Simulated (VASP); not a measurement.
Band structure of Dy (space group P6_3/mmc). These are PBE GGA, VASP's PBE PAW potentials (set 64) (plane waves; VASP) values and carry that method's errors.

The run has a spin-polarised start.

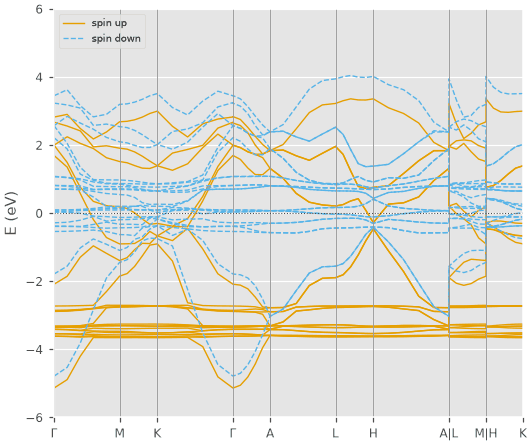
Bands along high-symmetry lines, zero at the valence-band maximum or, without a gap, the Fermi level

### Question
Read the plot: is there a gap, and where are the band edges?

### Answer
It has no gap at this level: it comes out as a metal or semimetal.

The structure comes from a computed database's Dy entry; how it stands against other phases isn't given here. The cell was not relaxed at this level.
